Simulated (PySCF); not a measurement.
Al(Cl)2(OH), SMILES [OH][Al]([Cl])[Cl] at its B3LYP/def2-SVP optimised geometry (Å):

```
5

Al    -0.3841    -0.1986     0.0000
Cl    -1.3844    -2.0373     0.0009
Cl     1.7091    -0.1986     0.0000
O     -1.2265     1.2196     0.0000
H     -1.7091     2.0373     0.0003
```

Calculation: PySCF with B3LYP/def2-TZVP.

Map of the log10 of the electron density (e/bohr³), floored at −4 on the plane z = 1.0 Å:

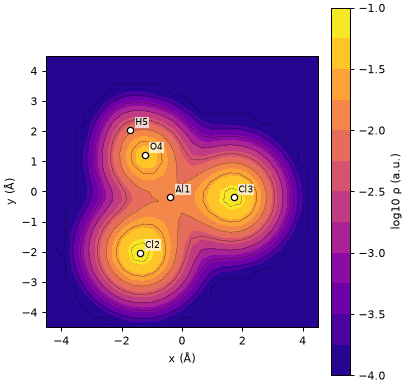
Fig. 1. Log10 of the electron density (e/bohr³), floored at −4 on the plane z = 1.0 Å.
